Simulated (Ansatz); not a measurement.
System: F4H2OZr.

Input file:

```
crystal:
  periodic: [false, false, false]
  atoms:
    - { symbol: Zr, position_ang: [-0.669481, 0.474444, -1.115839] }
    - { symbol: O, position_ang: [0.715293, -0.984391, 1.987433] }
    - { symbol: F, position_ang: [0.014613, -1.136056, -1.838079] }
    - { symbol: F, position_ang: [-2.397375, 0.173697, -0.409435] }
    - { symbol: F, position_ang: [-0.898239, 1.646729, -2.579133] }
    - { symbol: H, position_ang: [1.030792, -0.073676, 1.867782] }
    - { symbol: F, position_ang: [0.709898, 1.41857, 0.313001] }
    - { symbol: H, position_ang: [1.494498, -1.519219, 1.774171] }
basis:
  gaussian: { orbitals: def2-SVP }
hamiltonian:
  xc: b3lyp
relax:
  f_tol: 0.03
  max_steps: 50
output:
  orbitals: {}
```

Run with:

```sh
ansatz run input.yaml --threads 2 --pin off --max-ram 3072MiB --backend cpu --events-out ev --progress --plain --runs-dir out
```

The fields are those of the run's last geometry, not of the input's.

Core potentials replace the inner electrons of Zr.

The calculation used Ansatz 0.2.0, RKS B3LYP/def2-SVP.

Question: What can the converged electron density and electron localisation function tell about the bonding?

Answer: Zr–F (1.91 Å): ρ at the midpoint is about 0.91 e/Å³; the ELF peaks at about 0.85 in the valence shell of F, 0.5 Å from its nucleus, and drops to about 0.20 between the two atoms.
Zr–O (2.38 Å): ρ is about 0.3 e/Å³ halfway; the ELF peaks at about 0.90 in the valence shell of O, 0.6 Å from its nucleus, and drops to about 0.10 between the two atoms.

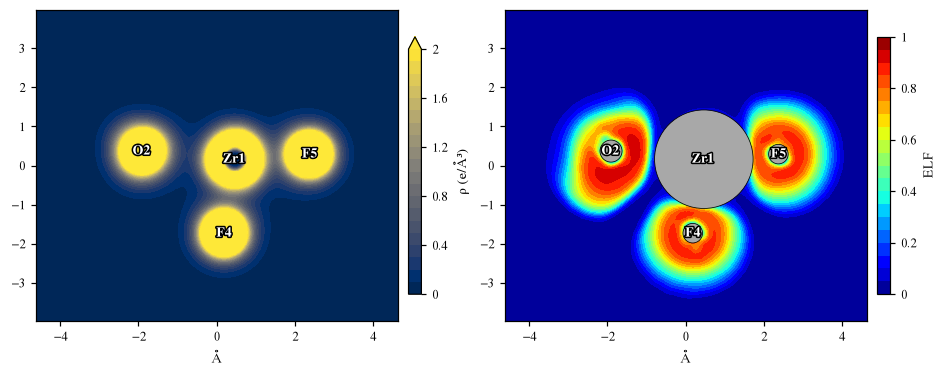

Computed electron density and electron localisation function on the plane of atoms F4, Zr1 and F5, in this order. Grey discs cover the atomic cores in the ELF map. 
